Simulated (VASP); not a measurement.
Energy against volume of NiSi2 (fluorite). Level of theory: MS2 meta-GGA, VASP's PBE PAW potentials (set 64) (plane waves; VASP).

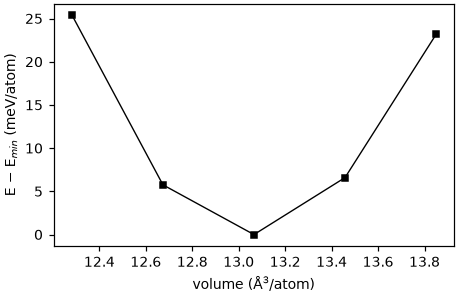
Figure. Energy against volume

### Question
Estimate the equilibrium volume and the bulk modulus.

### Answer
The minimum lies near 13.0 Å³/atom, and the curvature gives B0 of about 160 GPa.

Measured: a 5.406 Å (computed value off by -0.3 %), as given by Wikipedia, Nickel silicide. The calculation is for a static lattice, while the measured a holds thermal and zero-point effects, which are part of the difference.

The compound is NiSi2 in the fluorite structure. It was relaxed first. The run is not spin-polarised, so no magnetic state was tried.
